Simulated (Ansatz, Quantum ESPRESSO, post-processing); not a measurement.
# 1T-PtS2, layer by layer, part 8 of 8

What does each added layer of 1T-PtS2 bring in screening, and what does it do to the gap?

Quantum ESPRESSO 7.5; plane-wave DFT, PBE, GBRV ultrasoft pseudopotentials; geometry by Ansatz 0.2.0 with PAW datasets.

So far. Step 14 (Bands along a path, 2 layers: no field): Along this path the valence top lies between Γ and M and the conduction bottom between Γ and M. Step 20 (Potential by pp.x, 3 layers): The slope in the vacuum is 0.100 eV/Å for an applied 0.10 V/Å, as it should be.

## Step 21: Bands along a path, 3 layers: no field

n3.f0.bands.in reads:

```
&control
  prefix = 'n3.f0.bands'
  outdir = './out'
  pseudo_dir = './pseudo'
  calculation = 'bands'
  tefield = .true.
  dipfield = .true.
/
&system
  ibrav = 0
  nat = 9
  ntyp = 2
  ecutwfc = 40
  ecutrho = 200
  occupations = 'smearing'
  smearing = 'fd'
  degauss = 0.004
  edir = 3
  emaxpos = 0.97
  eopreg = 0.04
  eamp = 0.0
  nbnd = 46
/
&electrons
  conv_thr = 1e-07
  mixing_beta = 0.4
  electron_maxstep = 120
  mixing_mode = 'local-TF'
/
ATOMIC_SPECIES
  S   32.0600  s_pbe_v1.4.uspp.F.UPF
  Pt  195.0840  pt_pbe_v1.4.uspp.F.UPF
CELL_PARAMETERS angstrom
  3.56796606806129 0.00000000000000 -0.00000000000000
  -1.78398303403065 3.08994925478196 0.00000000000000
  -0.00000000000000 0.00000000000000 29.64225918010000
ATOMIC_POSITIONS crystal
  S   0.666666666667 0.333333333333 0.298968947047
  Pt  -0.000000000000 -0.000000000000 0.340711738871
  S   0.333333333333 0.666666666667 0.381364556479
  S   0.666666666667 0.333333333333 0.459020298276
  Pt  -0.000000000000 -0.000000000000 0.500000707189
  S   0.333333333333 0.666666666667 0.540981132437
  S   0.666666666667 0.333333333333 0.618634723183
  Pt  0.000000000000 0.000000000000 0.659287551902
  S   0.333333333333 0.666666666667 0.701030344616
K_POINTS crystal_b
4
  0.0000000000 0.0000000000 0.0000000000 12
  0.5000000000 0.0000000000 0.0000000000 12
  0.3333333333 0.3333333333 0.0000000000 12
  0.0000000000 0.0000000000 0.0000000000 1
```

Launch:

```sh
cp -r out/n3.f0.save out/n3.f0.bands.save
cp out/n3.f0.xml out/n3.f0.bands.xml
OMP_NUM_THREADS=1 mpirun -n 4 pw.x -nk 4 -in n3.f0.bands.in > n3.f0.bands.out
```

Output:

```text
[banner, memory and clock lines left out]
Program PWSCF v.7.5 starts

          URL

     Presently no symmetry can be used with electric field

     Atomic positions and unit cell read from directory:
     ./out/n3.f0.bands.save/

     G-vector sticks info

     bravais-lattice index     =            0
     lattice parameter (alat)  =       6.7425  a.u.
     unit-cell volume          =    2205.3624 (a.u.)^3
     number of atoms/cell      =            9
     number of atomic types    =            2
     number of electrons       =        84.00
     number of Kohn-Sham states=           46
     kinetic-energy cutoff     =      40.0000  Ry
     charge density cutoff     =     200.0000  Ry
     Exchange-correlation=  SLA  PW   PBX  PBC
                           (   1   4   3   4   0   0   0)

     celldm(1)=   6.742479  celldm(2)=   0.000000  celldm(3)=   0.000000
     celldm(4)=   0.000000  celldm(5)=   0.000000  celldm(6)=   0.000000

     crystal axes: (cart. coord. in units of alat)
               a(1) = (   1.000000   0.000000  -0.000000 )
               a(2) = (  -0.500000   0.866025   0.000000 )
               a(3) = (  -0.000000   0.000000   8.307887 )

     reciprocal axes: (cart. coord. in units 2 pi/alat)
               b(1) = (  1.000000  0.577350  0.000000 )
               b(2) = ( -0.000000  1.154701 -0.000000 )
               b(3) = (  0.000000  0.000000  0.120368 )

     PseudoPot. # 1 for S  read from file:
     ./pseudo/s_pbe_v1.4.uspp.F.UPF
     Pseudo is Ultrasoft + core correction, Zval =  6.0
     Generated by new atomic code, or converted to UPF format
     Using radial grid of  907 points,  6 beta functions with:
                l(1) =   0
                l(2) =   0
                l(3) =   1
                l(4) =   1
                l(5) =   2
                l(6) =   2
     Q(r) pseudized with  8 coefficients,  rinner =    1.300   1.300   1.300
                                                       1.300   1.300

     PseudoPot. # 2 for Pt read from file:
     ./pseudo/pt_pbe_v1.4.uspp.F.UPF
     Pseudo is Ultrasoft + core correction, Zval = 16.0
     Generated by new atomic code, or converted to UPF format
     Using radial grid of  985 points,  6 beta functions with:
                l(1) =   0
                l(2) =   0
                l(3) =   1
                l(4) =   1
                l(5) =   2
                l(6) =   2
     Q(r) pseudized with  8 coefficients,  rinner =    1.300   1.300   1.300
                                                       1.300   1.300

     atomic species   valence    mass     pseudopotential
     S                 6.00    32.06000     S ( 1.00)
     Pt               16.00   195.08400     Pt( 1.00)

     No symmetry found

   Cartesian axes

     site n.     atom                  positions (alat units)
         1        S      tau(   1) = (   0.5000000   0.2886751   2.4838003  )
         2        Pt     tau(   2) = (   0.0000000   0.0000000   2.8305947  )
         3        S      tau(   3) = (  -0.0000000   0.5773503   3.1683337  )
         4        S      tau(   4) = (   0.5000000   0.2886751   3.8134888  )
         5        Pt     tau(   5) = (   0.0000000   0.0000000   4.1539494  )
         6        S      tau(   6) = (  -0.0000000   0.5773503   4.4944102  )
         7        S      tau(   7) = (   0.5000000   0.2886751   5.1395474  )
         8        Pt     tau(   8) = (   0.0000000   0.0000000   5.4772865  )
         9        S      tau(   9) = (  -0.0000000   0.5773503   5.8240809  )

     number of k points=    37  Fermi-Dirac smearing, width (Ry)=  0.0040
                       cart. coord. in units 2pi/alat
        k(    1) = (   0.0000000   0.0000000   0.0000000), wk =   0.0540541
        k(    2) = (   0.0416667   0.0240563   0.0000000), wk =   0.0540541
        k(    3) = (   0.0833333   0.0481125   0.0000000), wk =   0.0540541
        k(    4) = (   0.1250000   0.0721688   0.0000000), wk =   0.0540541
        k(    5) = (   0.1666667   0.0962250   0.0000000), wk =   0.0540541
        k(    6) = (   0.2083333   0.1202813   0.0000000), wk =   0.0540541
        k(    7) = (   0.2500000   0.1443376   0.0000000), wk =   0.0540541
        k(    8) = (   0.2916667   0.1683938   0.0000000), wk =   0.0540541
        k(    9) = (   0.3333333   0.1924501   0.0000000), wk =   0.0540541
        k(   10) = (   0.3750000   0.2165064   0.0000000), wk =   0.0540541
        k(   11) = (   0.4166667   0.2405626   0.0000000), wk =   0.0540541
        k(   12) = (   0.4583333   0.2646189   0.0000000), wk =   0.0540541
        k(   13) = (   0.5000000   0.2886751   0.0000000), wk =   0.0540541
        k(   14) = (   0.4861111   0.3127314   0.0000000), wk =   0.0540541
        k(   15) = (   0.4722222   0.3367877   0.0000000), wk =   0.0540541
        k(   16) = (   0.4583333   0.3608439   0.0000000), wk =   0.0540541
        k(   17) = (   0.4444444   0.3849002   0.0000000), wk =   0.0540541
        k(   18) = (   0.4305556   0.4089564   0.0000000), wk =   0.0540541
        k(   19) = (   0.4166667   0.4330127   0.0000000), wk =   0.0540541
        k(   20) = (   0.4027778   0.4570690   0.0000000), wk =   0.0540541
        k(   21) = (   0.3888889   0.4811252   0.0000000), wk =   0.0540541
        k(   22) = (   0.3750000   0.5051815   0.0000000), wk =   0.0540541
        k(   23) = (   0.3611111   0.5292377   0.0000000), wk =   0.0540541
        k(   24) = (   0.3472222   0.5532940   0.0000000), wk =   0.0540541
        k(   25) = (   0.3333333   0.5773503   0.0000000), wk =   0.0540541
        k(   26) = (   0.3055556   0.5292377   0.0000000), wk =   0.0540541
        k(   27) = (   0.2777778   0.4811252   0.0000000), wk =   0.0540541
        k(   28) = (   0.2500000   0.4330127   0.0000000), wk =   0.0540541
        k(   29) = (   0.2222222   0.3849002   0.0000000), wk =   0.0540541
        k(   30) = (   0.1944444   0.3367877   0.0000000), wk =   0.0540541
        k(   31) = (   0.1666667   0.2886751   0.0000000), wk =   0.0540541
        k(   32) = (   0.1388889   0.2405626   0.0000000), wk =   0.0540541
        k(   33) = (   0.1111111   0.1924501   0.0000000), wk =   0.0540541
        k(   34) = (   0.0833333   0.1443376   0.0000000), wk =   0.0540541
        k(   35) = (   0.0555556   0.0962250   0.0000000), wk =   0.0540541
        k(   36) = (   0.0277778   0.0481125   0.0000000), wk =   0.0540541
        k(   37) = (   0.0000000   0.0000000   0.0000000), wk =   0.0540541

     Dense  grid:   105289 G-vectors     FFT dimensions: (  32,  32, 256)

     Smooth grid:    75483 G-vectors     FFT dimensions: (  27,  27, 225)

     The potential is recalculated from file :
     ./out/n3.f0.bands.save/charge-density

[...]
-0.5683  -0.5670  -0.4105  -0.1521   0.5141   0.5773   0.7286   0.9610
     1.2475   1.4938   3.6718   3.7319   4.0070   4.3338

          k = 0.3750 0.5052 0.0000 (  9437 PWs)   bands (ev):

   -51.0787 -51.0734 -51.0309 -51.0308 -51.0257 -51.0255 -50.9612 -50.9122
   -50.9121 -10.6266 -10.6102 -10.5028 -10.4465 -10.2695 -10.2684  -4.1979
    -4.0570  -4.0248  -3.6729  -3.4568  -3.3933  -3.1035  -2.9799  -2.8727
    -1.9588  -1.9580  -1.7068  -1.6928  -1.6529  -1.5458  -0.8208  -0.7074
    -0.6124  -0.6105  -0.4016  -0.0607   0.6008   0.6551   0.7835   0.9542
     1.2246   1.4731   3.6085   3.6365   3.9763   4.3258

          k = 0.3611 0.5292 0.0000 (  9429 PWs)   bands (ev):

   -51.0780 -51.0744 -51.0302 -51.0301 -51.0267 -51.0266 -50.9612 -50.9122
   -50.9121 -10.5843 -10.5827 -10.5011 -10.4641 -10.2627 -10.2625  -4.0985
    -3.9322  -3.8975  -3.6890  -3.4814  -3.4221  -3.2572  -3.1520  -3.0730
    -1.8849  -1.8294  -1.7131  -1.6673  -1.6581  -1.5717  -0.9528  -0.7687
    -0.6507  -0.6488  -0.3954   0.0114   0.6439   0.7166   0.8885   0.9420
     1.1901   1.4167   3.5263   3.5926   3.9922   4.2677

          k = 0.3472 0.5533 0.0000 (  9457 PWs)   bands (ev):

   -51.0772 -51.0754 -51.0294 -51.0293 -51.0277 -51.0276 -50.9612 -50.9122
   -50.9121 -10.5561 -10.5461 -10.5099 -10.4867 -10.2568 -10.2567  -4.0325
    -3.8018  -3.7727  -3.6991  -3.5182  -3.4852  -3.3601  -3.2595  -3.2288
    -1.8225  -1.7675  -1.6868  -1.6499  -1.6316  -1.5869  -1.0754  -0.8174
    -0.6784  -0.6765  -0.3934   0.0571   0.6792   0.7405   0.9504   0.9817
     1.1701   1.3318   3.4914   3.5450   4.0439   4.1918

          k = 0.3333 0.5774 0.0000 (  9447 PWs)   bands (ev):

   -51.0763 -51.0763 -51.0286 -51.0285 -51.0285 -51.0284 -50.9612 -50.9122
   -50.9121 -10.5302 -10.5302 -10.5134 -10.5134 -10.2542 -10.2541  -4.0101
    -3.7248  -3.7248  -3.6775  -3.5466  -3.5466  -3.4110  -3.2844  -3.2843
    -1.7852  -1.7852  -1.6505  -1.6505  -1.5950  -1.5949  -1.1348  -0.8372
    -0.6890  -0.6871  -0.3937   0.0725   0.7179   0.7179   0.9863   0.9863
     1.2309   1.2310   3.5041   3.5041   4.1145   4.1145

          k = 0.3056 0.5292 0.0000 (  9431 PWs)   bands (ev):

   -51.0777 -51.0745 -51.0300 -51.0299 -51.0268 -51.0267 -50.9612 -50.9122
   -50.9121 -10.6087 -10.5797 -10.4792 -10.4722 -10.2669 -10.2668  -4.0551
    -3.8646  -3.8577  -3.7208  -3.5251  -3.3734  -3.2896  -3.2037  -3.1229
    -1.8297  -1.8167  -1.7502  -1.7017  -1.6640  -1.6288  -0.9170  -0.7491
    -0.6379  -0.6364  -0.3793   0.0219   0.6119   0.7483   0.8797   0.9238
     1.2019   1.4588   3.4605   3.6471   3.9851   4.2563

          k = 0.2778 0.4811 0.0000 (  9435 PWs)   bands (ev):

   -51.0785 -51.0727 -51.0308 -51.0307 -51.0250 -51.0249 -50.9613 -50.9123
   -50.9122 -10.7470 -10.6705 -10.4801 -10.4357 -10.2960 -10.2958  -4.0957
    -3.9557  -3.9516  -3.7458  -3.4879  -3.2637  -3.1657  -3.0118  -2.8381
    -2.0057  -1.9791  -1.8390  -1.7874  -1.7354  -1.6639  -0.5590  -0.5378
    -0.4895  -0.4859  -0.2937  -0.0713   0.4946   0.6042   0.6244   1.0151
     1.3478   1.6778   3.4669   3.8023   3.9904   4.2985

          k = 0.2500 0.4330 0.0000 (  9415 PWs)   bands (ev):

   -51.0785 -51.0709 -51.0307 -51.0306 -51.0232 -51.0231 -50.9615 -50.9125
   -50.9124 -10.9460 -10.8048 -10.5753 -10.4337 -10.3018 -10.2867  -4.0832
    -3.9318  -3.8701  -3.7813  -3.4800  -3.1963  -3.0737  -2.8597  -2.6625
    -2.1769  -2.1682  -1.9136  -1.8913  -1.7688  -1.6427  -0.3948  -0.3276
    -0.3183  -0.1700  -0.1311  -0.0590   0.4104   0.4957   0.5521   1.1394
     1.4924   1.8656   3.5143   3.7807   4.2112   4.2362

          k = 0.2222 0.3849 0.0000 (  9401 PWs)   bands (ev):

   -51.0776 -51.0692 -51.0298 -51.0297 -51.0215 -51.0214 -50.9617 -50.9128
   -50.9126 -11.1923 -10.9937 -10.7515 -10.4672 -10.2795 -10.2213  -3.9757
    -3.9224  -3.7302  -3.7155  -3.4841  -3.1732  -3.0317  -2.7915  -2.6365
    -2.3532  -2.2461  -1.9888  -1.9677  -1.7705  -1.5959  -0.3568  -0.2651
    -0.2464  -0.0714   0.0782   0.3275   0.5157   0.6941   0.6977   1.2517
     1.6140   2.0169   3.6017   3.7561   4.0843   4.3202

          k = 0.1944 0.3368 0.0000 (  9391 PWs)   bands (ev):

   -51.0760 -51.0676 -51.0282 -51.0281 -51.0200 -51.0199 -50.9621 -50.9131
   -50.9130 -11.4644 -11.2244 -10.9754 -10.4970 -10.2433 -10.1331  -3.9976
    -3.8123  -3.7004  -3.5670  -3.4051  -3.2210  -2.9910  -2.7589  -2.6903
    -2.4755  -2.2530  -1.9994  -1.9748  -1.7909  -1.5978  -0.4089  -0.2929
    -0.2565   0.1442   0.4247   0.7580   0.7610   0.9731   1.0759   1.3452
     1.7097   2.1321   3.7072   3.7344   3.9603   4.0768

          k = 0.1667 0.2887 0.0000 (  9407 PWs)   bands (ev):

   -51.0737 -51.0662 -51.0260 -51.0259 -51.0185 -51.0184 -50.9624 -50.9134
   -50.9133 -11.7404 -11.4727 -11.2194 -10.5177 -10.2000 -10.0341  -4.0693
    -3.8366  -3.6267  -3.4634  -3.4006  -3.3312  -3.0114  -2.7103  -2.6943
    -2.3946  -2.2029  -1.9278  -1.9053  -1.7938  -1.6502  -0.4092  -0.2907
    -0.2595   0.4650   0.8428   0.9745   1.1221   1.2199   1.4491   1.4617
     1.8225   2.2146   3.5267   3.8707   3.9198   4.0618

          k = 0.1389 0.2406 0.0000 (  9429 PWs)   bands (ev):

   -51.0711 -51.0650 -51.0234 -51.0233 -51.0173 -51.0172 -50.9629 -50.9139
   -50.9137 -12.0013 -11.7156 -11.4603 -10.5317 -10.1542  -9.9310  -4.1090
    -3.9472  -3.5977  -3.4914  -3.4715  -3.4568  -3.1969  -2.7341  -2.5971
    -2.0827  -2.0391  -1.7887  -1.7883  -1.7047  -1.6596  -0.3352  -0.2257
    -0.2119   0.8240   1.1039   1.1241   1.2364   1.5175   1.5760   1.6181
     2.0971   2.2801   3.4343   3.8728   4.1265   4.2310

          k = 0.1111 0.1925 0.0000 (  9395 PWs)   bands (ev):

   -51.0684 -51.0639 -51.0207 -51.0206 -51.0163 -51.0162 -50.9632 -50.9142
   -50.9141 -12.2324 -11.9352 -11.6797 -10.5418 -10.1103  -9.8309  -4.1072
    -4.0410  -3.6695  -3.6064  -3.5581  -3.5538  -3.4065  -2.8863  -2.5414
    -1.7717  -1.7629  -1.6087  -1.5970  -1.5425  -1.5349  -0.1857  -0.0873
    -0.0856   0.9415   1.1350   1.1790   1.4975   1.5316   1.6272   1.7047
     2.4076   2.4218   3.6243   3.9147   4.3316   4.3983

          k = 0.0833 0.1443 0.0000 (  9403 PWs)   bands (ev):

   -51.0659 -51.0631 -51.0182 -51.0181 -51.0155 -51.0154 -50.9636 -50.9146
   -50.9145 -12.4225 -12.1182 -11.8634 -10.5493 -10.0720  -9.7414  -4.1092
    -4.0667  -3.7617  -3.7076  -3.6495  -3.6489  -3.5856  -3.0820  -2.5932
    -1.5239  -1.5003  -1.3942  -1.3876  -1.3513  -1.3454   0.0409   0.1401
     0.1429   0.7316   1.0969   1.3328   1.4898   1.5541   1.6385   1.6938
     2.6079   2.6154   3.9963   4.0339   4.3114   4.5105

          k = 0.0556 0.0962 0.0000 (  9419 PWs)   bands (ev):

   -51.0638 -51.0625 -51.0162 -51.0161 -51.0149 -51.0148 -50.9639 -50.9148
   -50.9147 -12.5636 -12.2550 -12.0012 -10.5548 -10.0425  -9.6704  -4.1551
    -4.0002  -3.8394  -3.7737  -3.7297  -3.7265  -3.7123  -3.2682  -2.6812
    -1.3291  -1.2960  -1.2271  -1.2267  -1.1910  -1.1836   0.3241   0.3340
     0.4549   0.6220   1.0634   1.2900   1.5009   1.5059   1.6366   1.6378
     2.5007   2.7720   4.2513   4.2724   4.5598   4.6604

          k = 0.0278 0.0481 0.0000 (  9407 PWs)   bands (ev):

   -51.0625 -51.0622 -51.0149 -51.0148 -51.0146 -51.0145 -50.9640 -50.9150
   -50.9149 -12.6503 -12.3396 -12.0866 -10.5584 -10.0240  -9.6247  -4.1834
    -3.9344  -3.8906  -3.7995  -3.7825  -3.7813  -3.7781  -3.4143  -2.7505
    -1.1966  -1.1818  -1.1167  -1.1117  -1.1014  -1.0960   0.2386   0.5099
     0.8142   0.8688   1.1220   1.2181   1.4564   1.4787   1.5831   1.5939
     2.2029   2.7760   4.4444   4.5007   4.8339   4.8973

          k = 0.0000 0.0000 0.0000 (  9425 PWs)   bands (ev):

   -51.0621 -51.0621 -51.0145 -51.0145 -51.0143 -51.0143 -50.9641 -50.9151
   -50.9150 -12.6795 -12.3681 -12.1154 -10.5596 -10.0177  -9.6089  -4.1935
    -3.9085  -3.9085  -3.8014  -3.8014  -3.7967  -3.7967  -3.4765  -2.7762
    -1.1484  -1.1484  -1.0749  -1.0749  -1.0693  -1.0693   0.1815   0.5510
     1.0240   1.0243   1.1919   1.1919   1.4373   1.4373   1.5639   1.5639
     2.0025   2.7419   4.5659   4.5659   4.9643   4.9643

     XML data file, pseudopotentials, collected wavefunctions

                                        0.00s GPU  (     486 calls)
[key lines of the parts left out:]
Dipole field         -0.0000 Ry au,
```

The job ended after 54 s (4 MPI ranks of Intel Xeon 6975P-C (Granite Rapids), shared host; peak memory 0.62 GiB).

This step gave:

- dipole along the normal: 0 e·Å
- valence top, on the run's zero: 2.785 eV
- conduction bottom, on the run's zero: 3.370 eV
- gap by band count: 0.5851 eV

Band numbers count within the set of bands kept for display. Electronic bands along the path, in eV, zero at the highest filled level of the SCF mesh; v1 is the highest filled band, c1 the lowest empty one:

```
point     v4     v3     v2     v1    c1    c2    c3    c4
    Γ  -1.22  -1.22  -0.78  -0.04  1.78  1.78  2.18  2.18
    M  -2.67  -2.62  -2.11  -1.49  1.38  1.44  1.83  1.97
    K  -1.80  -1.80  -1.55  -1.55  0.72  0.72  1.33  1.33
    Γ  -1.22  -1.22  -0.78  -0.04  1.78  1.78  2.18  2.18
```

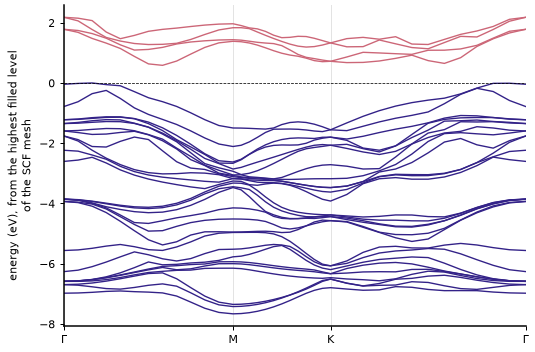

Electronic bands along the path; lines of filled and empty bands in two colours.

Along this path the valence top lies near Γ and the conduction bottom between Γ and M.

## Step 22: Polarisability from the dipole between 0 and 0.1 V/A, 3 layers

Numbers from this step:

- polarisability a cell: 11.70 Å³
- sheet polarisability 4πα/A: 13.33 Å

Change of the potential energy, second field less first against z:

```
z (Å)  change of the potential energy, second field less first (eV)
    0                                                        -0.406
    2                                                        -0.614
    4                                                        -0.414
    6                                                        -0.215
    8                                                       -0.0509
   10                                                       -0.0281
   12                                                       -0.0192
   14                                                       -4.6e-4
   16                                                       0.00145
   18                                                        0.0234
   20                                                        0.0294
   22                                                        0.0720
   24                                                         0.253
   26                                                         0.453
   28                                                         0.653
```

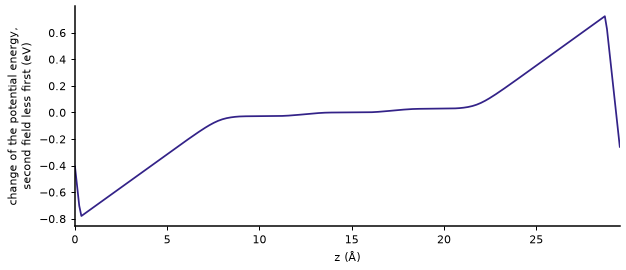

Change of the potential energy, second field less first against z.

## Step 23: The series side by side

All levels:

```csv
level,sheet polarisability (Å),gap without a field (eV),vacuum over the valence top of the mesh (eV),CPU time (s)
1 layer,4.417,1.769,6.358,228.5
2 layers,8.909,0.7864,5.539,685.6
3 layers,13.33,0.5851,5.418,1898
```

## Step 24: A check by hand

From 2 to 3 layers, over the growth of the distance between the outermost mean planes: (13.334 − 8.909) Å / 4.699 Å = 0.942 = 1 − 1/ε, so ε = 17.2.

## Step 25: What came out

```yaml
4pi_alpha_a_of_1_layer: 4.42 Å
gap_along_the_path_1_layer: 1.77 eV
kohn_sham_ionisation_potential_1_layer: 6.36 eV
4pi_alpha_a_of_2_layers: 8.91 Å
gap_along_the_path_2_layers: 0.79 eV
kohn_sham_ionisation_potential_2_layers: 5.52 eV
4pi_alpha_a_of_3_layers: 13.33 Å
gap_along_the_path_3_layers: 0.59 eV
kohn_sham_ionisation_potential_3_layers: 5.42 eV
```

What this shows: The sheet polarisability 4πα/A grows as 4.42, 8.91 and 13.33 Å for 1, 2 and 3 layers (PBE, GBRV ultrasoft). The last layer adds 4.70 Å between the outermost mean planes and 4.42 Å of 4πα/A; 1 − 1/ε = 0.942 gives ε = 17.2 along the normal for the stacked crystal at this spacing. The gap runs 1.77, 0.79 and 0.59 eV, falling with each layer as bands that reach between the layers split. The single layer was relaxed under plain PBE (a = 3.574 Å), the stacks with a dispersion correction (a = 3.560 Å for two layers), so the first step mixes stacking with a strain of -0.4 %. The nearest atoms of neighbouring layers lie 3.09 Å apart. With 1 − 1/ε so near one, ε is touchy: 0.1 Å more spacing would give ε = 12.8. On the path the edges lie as follows: between K and Γ to between Γ and M for 1, between Γ and M to between Γ and M for 2 and near Γ to between Γ and M for 3 (valence top to conduction bottom, by number of layers). One stacking was chosen. The ions are clamped in the field. Semilocal gaps are too small and shrink less with thickness than quasiparticle gaps, which also feel the screening by neighbours. Spin-orbit coupling is left out; depending on the atoms that carry the levels of interest, it can split and shift them by tenths of an eV to an eV or more.

[Logs are printed without paths, hosts, clocks, repeated set-up lines and the standing remarks that a program may print on its own settings, such as how far it seeks lower states.]

[Hosts, paths, dates, database ids (printed as entryN), source tags and the programs' standing remarks are cut or masked in the printed files.]

[Maps of the electrostatic potential energy from Ansatz leave out the sawtooth potential of an applied field or a dipole correction, so their vacuum need not be flat; planar profiles and work functions include it.]
